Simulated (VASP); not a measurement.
Band structure of CsI (CsCl type). Computed with modified Becke-Johnson potential (mBJ) with spin-orbit coupling, VASP's PBE PAW potentials (set 64) (plane waves; VASP).

mBJ is a potential without an energy functional, so only the levels count.

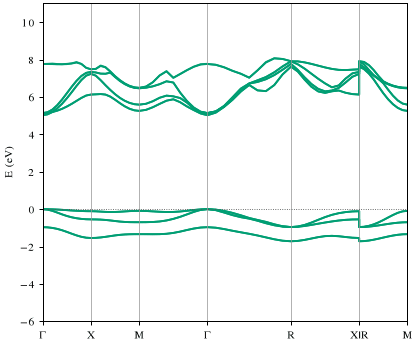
Figure. Bands along high-symmetry lines, zero at the valence-band maximum or, without a gap, the Fermi level

Read the plot: is there a gap, and where are the band edges?

The gap is direct, 5.03 eV, from the valence maximum at Γ to the conduction minimum at Γ.

Measured: gap 6.20 eV (computed value off by -1.17 eV), as given by Aguado et al., (1998), arXiv:cond-mat/9809176.

The compound is CsI in the CsCl type structure. It was relaxed first, which changed the volume by +6 %. The cell's shape comes from a PBE relaxation.
